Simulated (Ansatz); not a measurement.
Take GaAs in the zinc blende structure (space group F-43m, No. 216; a = 5.603 Å) as the base.

One thing is altered: an isotropic linear strain of −1.00 %; the atoms relax in the strained cell.

Level of theory: plane-wave PAW DFT at the LDA level (Ansatz, a first-principles code, 420 eV), scalar-relativistic without spin-orbit coupling.

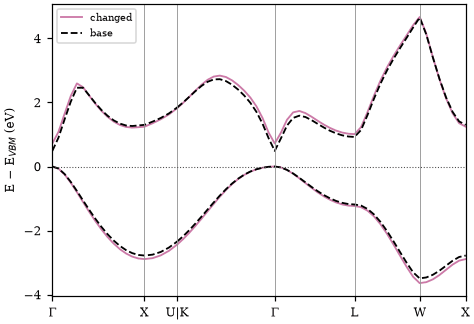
Figure. Highest valence and lowest conduction band along the path, each from its own valence-band maximum

Task: Read the changed gap and its character from the plot.

Result: About 0.7 eV, direct at Γ.

Whether these cells are dynamically stable was not tested.
